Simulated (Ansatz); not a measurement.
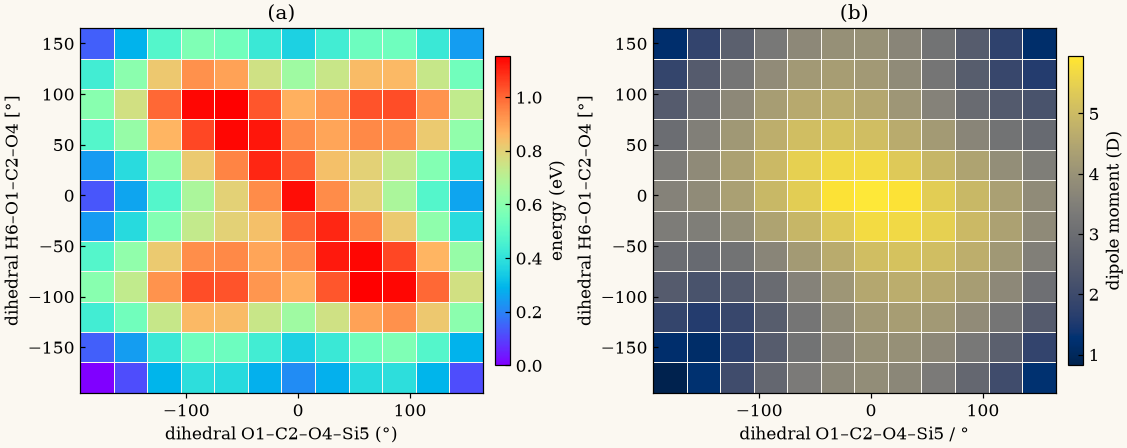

CH4O2SeSi, SMILES OC(=[Se])O[SiH3]. Coordinates scanned: (1) dihedral O1–C2–O4–Si5; (2) dihedral H6–O1–C2–O4. Nothing is relaxed (all other coordinates rigid). The scan uses a 12 × 12 grid. Points are written as (first, second). All energies are given in eV relative to the lowest grid point. Level of theory: RKS PBE0-D4/def2-SVP (Ansatz 0.2.0).

Panel (a) is the energy and panel (b) the computed dipole moment on the same grid.

Drawn: one coloured cell a grid point.

How does the dipole moment vary over the map, and what is it at the lowest grid point?

Answer. Leaving out the highest fifth of the energies, it runs from 0.82 D at (−180°, −180°) to 5.86 D at (−30°, 0°). At the lowest grid point, (−180°, −180°), it is 0.82 D.
